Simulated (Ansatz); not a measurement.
```xyz
10
charge 0, multiplicity 1
O     0.9472   -2.5643    0.5025
Si    0.7362   -0.9583    0.5935
F     1.6972   -0.1843   -0.4153
S    -1.2740   -0.4997    0.0570
Si   -1.0385    1.5103   -0.6042
Cl   -0.1991    2.6891    0.8500
H     0.6246   -3.0339   -0.2690
H     1.0908   -0.5525    1.9589
H    -0.1761    1.5989   -1.7984
H    -2.4083    1.9948   -0.8751
```

What structure does this define?

Formula ClFH₄OSSi₂. Its SMILES string is `O[Si@@H](F)S[SiH2]Cl`. It has no ring. Among its groups: Si–H bond, Si–O bond. The point group is C1. Coordination: 1 O bent; 2 Si tetrahedral; 1 S bent.

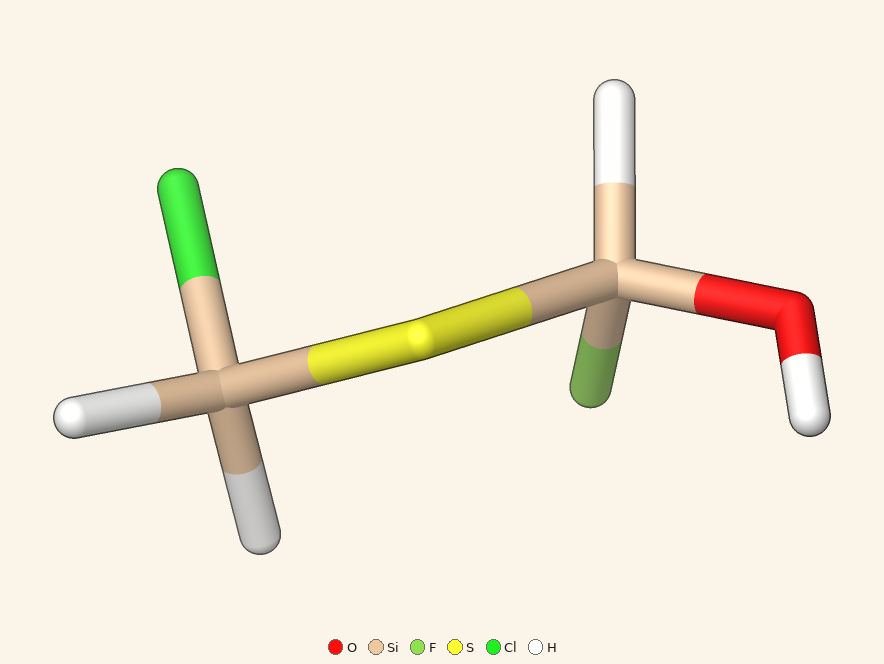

The picture comes from a calculation with Ansatz.
